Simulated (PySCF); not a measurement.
**C4H8B2GeS (SMILES BSB/[C]([GeH3])=C/C#C): density, localisation and related maps**

Input

```
{"job": {"kind": "uv", "xc": "PBE0", "basis": "def2-SVPD", "nstates": 8, "ntriplets": 3}, "charge": 0, "multiplicity": 1}
B      3.768199    -0.834702     0.822171
S      2.320887    -0.635691    -0.170038
B      0.993458    -0.198603     0.954822
C     -0.381515     0.068875     0.327208
Ge    -0.577139    -0.194410    -1.612424
C     -1.408336     0.506536     1.090445
C     -2.688559     0.831151     0.616899
C     -3.794486     1.134979     0.251313
H      4.757705    -1.128297     0.277998
H      3.718158    -0.673628     1.977479
H      1.201834    -0.116247     2.104292
H      0.189933     0.841686    -2.365721
H     -2.011108    -0.098865    -2.032319
H     -0.068844    -1.534409    -2.023622
H     -1.272427     0.645788     2.160237
H     -4.755359     1.394780    -0.081575
```

Launched as:

```sh
OMP_NUM_THREADS=1 python probes_run.py task.json out
```

Geometry: GFN2-xTB.

Theory: PBE0/def2-SVPD, SCF density, gas phase (PySCF 2.14.0).

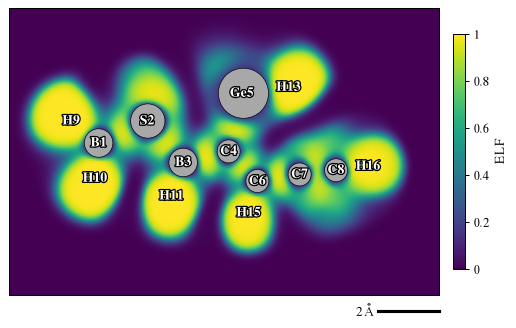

Figure 1. ELF on the plane of atoms B3, C4 and C6. Grey discs cover the atomic cores.

Q: Read the bonding off the picture.

A: The plane passes through B, S, C, Ge and H nuclei.
C–C (1.20 Å): the ELF peaks at about 0.85 between the atoms: a multiple bond.
C–B (1.53 Å): the ELF peaks at about 0.95 between the atoms; localised, covalent bonding.
B–S (1.77 Å): the ELF peaks at about 0.95 between the atoms; localised, covalent bonding.
C–Ge (1.97 Å): the ELF peaks at about 0.95 in the valence shell of C, 0.7 Å from its nucleus, and is about 0.70 at the midpoint.
C–H (1.05 Å): the ELF climbs to about 1 towards the hydrogen, as it does in any bond to H; an ordinary covalent bond to hydrogen.
The ELF also peaks beside S2, away from the bonds: lone-pair regions.

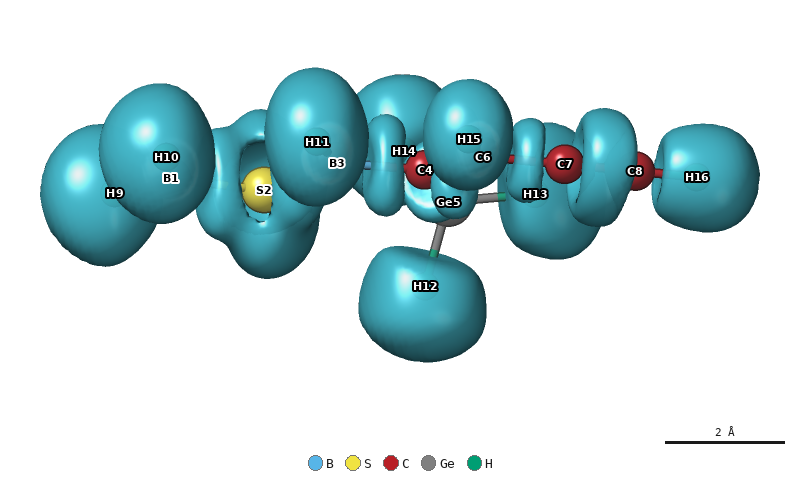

Figure 2. Isosurface of the ELF at 0.75 (cyan), seen from one side. Core shells and regions of very low density are left out.

Q: Identify the bonds, lone pairs and shells in this picture.

A: At this value the surface marks out one region between bonded B–C atoms (shared pairs), three regions between bonded C–C atoms (shared pairs), eight regions around hydrogen nuclei, one lobe of the valence shell of C pointing towards Ge (polar bonds) and one region on S in which the atom's valence shell and bonds are merged.

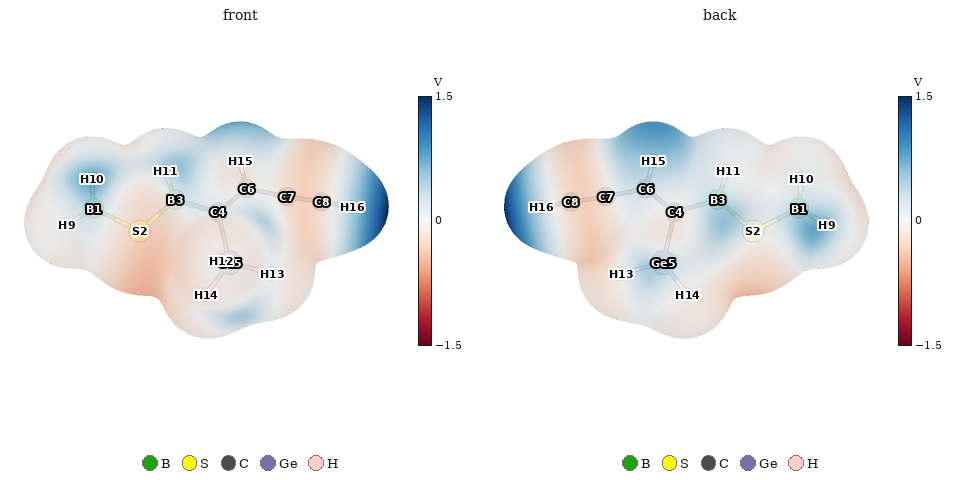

Figure 3. The electrostatic potential painted on the density surface at 0.001 e/bohr³, seen from the front and from behind; the colour scale runs from red (negative) to blue (positive).

Q: Describe the electrostatic potential map.

A: The most negative region (about −0.5 V) lies over S2, the most positive (about +1.4 V) over H16.

Q: How polar is the molecule by this calculation?

A: Its dipole moment is 1.78 D.
